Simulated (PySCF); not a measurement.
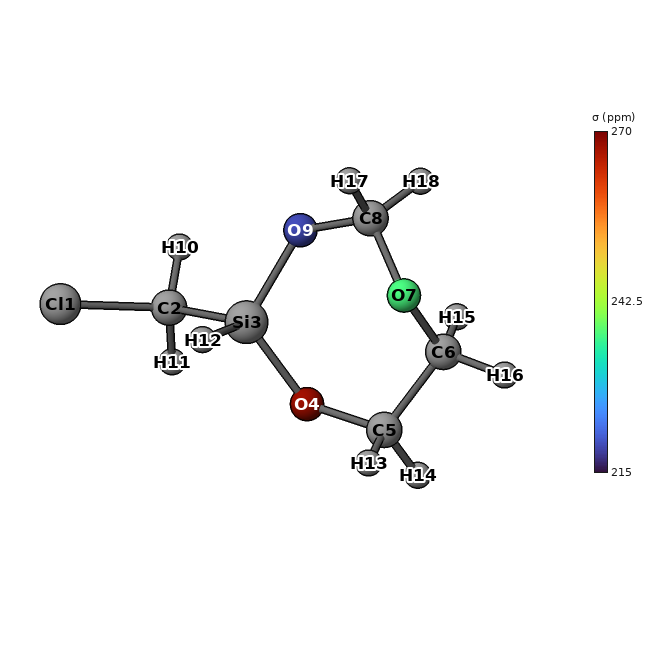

Atoms are coloured by their isotropic NMR shieldings (O only, the others grey). Computed geometry: GFN2-xTB optimisation. No frequency run is at hand to confirm it as a minimum. Properties computed with GIAO PBE0/pcSseg-1 NMR shielding, non-relativistic, gas phase (PySCF 2.14.0).

List the isotropic NMR shieldings of the O atoms.

```
atom  σ (ppm)
  O4    267.6
  O7    237.3
  O9    219.5
```

The geometry is semi-empirical. Around Si such bond lengths and angles can be off by a tenth of an ångström or more and by several degrees, and values that hang on the shape move with them.
